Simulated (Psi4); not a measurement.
# H3O+ (SMILES [OH3+]) at CASSCF(6,7)/def2-SVP (density fitting, density fitting for correlation, nat orbs yes, sweep point 5)

What is the energy change on altering one bond length of H3O+ at CASSCF(6,7)/def2-SVP (density fitting, density fitting for correlation, nat orbs yes, sweep point 5)? The job is set up through a Python script.

The calculation is run with Psi4 1.11.

1 further run of the same task is left out (it didn't finish).

## Step 1: The molecule

H3O+ has 4 atoms, charge +1, and is taken as a singlet. SMILES: `[OH3+]`. Geometry: relaxed at PBE0-D4/def2-TZVP.

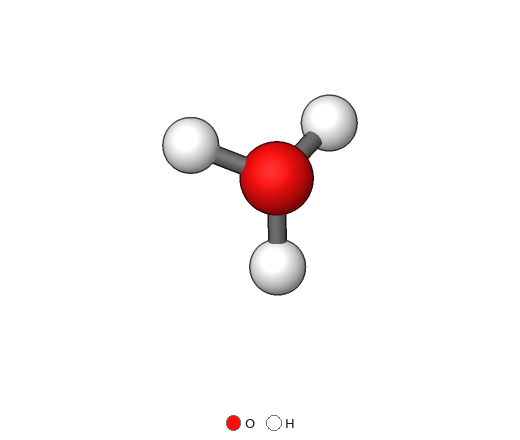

The structure, seen from a chosen angle (oxygen red, hydrogen white).

## Step 2: A single-point energy at CASSCF(6,7)/def2-SVP (density fitting, density fitting for correlation, nat orbs yes, sweep point 5)

File run.py:

```python
import psi4

psi4.set_memory(1600000000)
psi4.set_num_threads(1)
psi4.set_output_file('h3o.out', False)

molecule = psi4.geometry("""
1 1
O      0.181970    -0.056700    -0.052760
H      0.219060     0.918440     0.015140
H     -0.408890    -0.368290    -0.767380
H      0.007860    -0.493450     0.805020
symmetry c1
""")

options = {'basis': 'def2-SVP', 'reference': 'rhf', 'puream': True, 'scf_type': 'df', 'restricted_docc': [2], 'active': [7], 'mcscf_type': 'df', 'mcscf_maxiter': 80, 'mcscf_r_convergence': 0.0001, 'mcscf_e_convergence': 1e-06, 'nat_orbs': True}
psi4.set_options(options)

energy_value, wavefunction = psi4.energy("casscf", return_wfn=True)
print('E =', round(energy_value, 9))
```

On the command line:

```sh
$ python run.py
```

h3o.out, shortened:

```text
[...]
  Running in c1 symmetry.
[...]
  Nuclear repulsion =   13.956307360664804
[...]
  Multiplicity = 1
[...]
  Nalpha       = 5
  Nbeta        = 5
[...]
    Number of basis functions: 29
[...]
   @DF-RHF iter   1:   -76.21056922760400    8.12405e-02   8.85156e-03 ADIIS/DIIS
[...]
   @DF-RHF iter   9:   -76.24649168715790   -5.11591e-13   2.07292e-09 DIIS
[...]
    Orbital Energies [Eh]
    ---------------------
    Doubly Occupied:
       1A    -21.001292     2A     -1.780089     3A     -1.137082
       4A     -1.137051     5A     -0.952538
[...]
      Warning! Maxstep = 0.90, scaling to 0.50
   @DF-MCSCF  2:    -76.310165532981   -5.0362e-02  8.59e-03  1.69e-06    8    1  TS
[...]
   @DF-MCSCF Final Energy:  -76.336677594018198
[...]
   ==> Energetics <==
    SCF energy =          -76.246491687157913
    Total MCSCF energy =  -76.336677594018198
[...]
 Multipole Moments:
 ------------------------------------------------------------------------------------
     Multipole            Electronic (a.u.)      Nuclear  (a.u.)        Total (a.u.)
 ------------------------------------------------------------------------------------
 L = 1.  Multiply by 2.5417464519 to convert [e a0] to [Debye]
 Dipole X            :         -0.0094902           -0.5737000           -0.5831901
 Dipole Y            :          0.0009949            0.1787591            0.1797540
 Dipole Z            :          0.0041749            0.1663531            0.1705280
 Magnitude           :                                                    0.6336419
[...]
```

On the terminal:

```text
E = -76.336677586
```

It took 14 s on 1 thread of Intel Xeon at 2.70GHz, shared host; peak memory 0.22 GiB.

## Step 3: The distorted shape

File job.py:

```python
import psi4

psi4.set_memory(1600000000)
psi4.set_num_threads(1)
psi4.set_output_file('psi4.out', False)

m = psi4.geometry("""
1 1
O      0.321251     0.292683    -0.738951
H      0.358341     1.267823    -0.671051
H     -0.269609    -0.018907    -1.453571
H      0.007860    -0.493450     0.805020
symmetry c1
""")

psi4.set_options({
    'reference': 'rhf',
    'puream': True,
    'scf_type': 'df',
    'restricted_docc': [2],
    'active': [7],
    'mcscf_type': 'df',
    'mcscf_maxiter': 80,
    'mcscf_r_convergence': 0.0001,
    'mcscf_e_convergence': 1e-06,
    'nat_orbs': True,
})

energy_value = psi4.energy('casscf/def2-SVP', molecule=m)
print(f'casscf/def2-SVP energy: {energy_value:.10f} Eh')
```

On the command line:

```sh
$ python job.py
```

psi4.out, shortened:

```text
[...]
  Running in c1 symmetry.
[...]
  Nuclear repulsion =   11.839487022870204
[...]
  Multiplicity = 1
[...]
  Nalpha       = 5
  Nbeta        = 5
[...]
    Number of basis functions: 29
[...]
   @DF-RHF iter   1:   -76.04095737895582   -1.74542e-01   1.08382e-02 DIIS/ADIIS
[...]
   @DF-RHF iter  11:   -76.09483755585531   -2.94165e-12   7.41924e-09 DIIS
[...]
    Orbital Energies [Eh]
    ---------------------
    Doubly Occupied:
       1A    -20.922788     2A     -1.645151     3A     -1.045826
       4A     -0.907979     5A     -0.836276
[...]
      Warning! Maxstep = 1.18, scaling to 0.50
   @DF-MCSCF  2:    -76.155465050901   -3.3265e-02  1.04e-02  6.80e-06   11    1  TS
[...]
   @DF-MCSCF Final Energy:  -76.207234327764112
[...]
   ==> Energetics <==
    SCF energy =          -76.094837555855307
    Total MCSCF energy =  -76.207234327764112
[...]
 Multipole Moments:
 ------------------------------------------------------------------------------------
     Multipole            Electronic (a.u.)      Nuclear  (a.u.)        Total (a.u.)
 ------------------------------------------------------------------------------------
 L = 1.  Multiply by 2.5417464519 to convert [e a0] to [Debye]
 Dipole X            :         -0.0133886           -0.6834784           -0.6968670
 Dipole Y            :         -0.0670919           -0.0966174           -0.1637092
 Dipole Z            :          0.1210618            0.7071947            0.8282565
 Magnitude           :                                                    1.0947297
[...]
```

On the terminal:

```text
casscf/def2-SVP energy: -76.2072342600 Eh
```

Run time: 15 s. Hardware: 1 thread of Intel Xeon at 2.70GHz, shared host; peak memory 0.22 GiB.

## Step 4: Outcome

At CASSCF(6,7)/def2-SVP (density fitting, density fitting for correlation, nat orbs yes, sweep point 5):

| quantity | value |
| --- | --- |
| first shape: total energy | -76.33668 Eh |
| distorted shape: total energy | -76.20723 Eh |
| energy change with the O1–H4 bond stretched from 0.978 to 1.761 Å | 3.522 eV |

In words: With the O1–H4 bond stretched from 0.978 to 1.761 Å the energy rises by 3.52 eV (81 kcal/mol). The first shape isn't relaxed at this level, so the change isn't measured from a minimum.
